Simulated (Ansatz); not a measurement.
**Profile along the Sb–In line in InSb (zinc blende)**

InSb (zinc blende)

```xyz
2
Lattice="0.0000 3.2596 3.2596 3.2596 0.0000 3.2596 3.2596 3.2596 0.0000" Properties=species:S:1:pos:R:3 pbc="T T T"
Sb     4.8894     4.8894     4.8894
In     0.0000     0.0000     0.0000
```

Fields along a shortest Sb–In line of a {110} plane (2.82 Å), from Sb to In, interpolated on the slice's grid (step about 0.3 Å). These are PBEsol (plane waves to 420 eV, PAW, scalar-relativistic; Ansatz, an electronic-structure program) values and carry that method's errors. k mesh 12×12×12. Inside the PAW spheres the values are not all-electron values, and peaks at nuclei hang on which shells count as valence. At this level the bands of InSb touch or barely overlap; measurements give the solid a gap. InSb was relaxed with its symmetry unable to fall. Spin-orbit coupling is left out, though Sb is heavy.

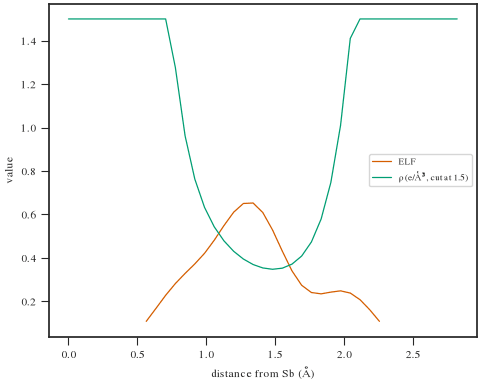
Figure. ELF (away from the nuclei) and valence density from Sb to In.

Density on the Sb–In line (2.82 Å) at its density minimum, 1.5 Å from Sb: 0.35 e/Å³. ELF at that point: 0.5. ELF maximum in the middle third of the Sb–In line: 0.65, 1.3 Å from Sb.
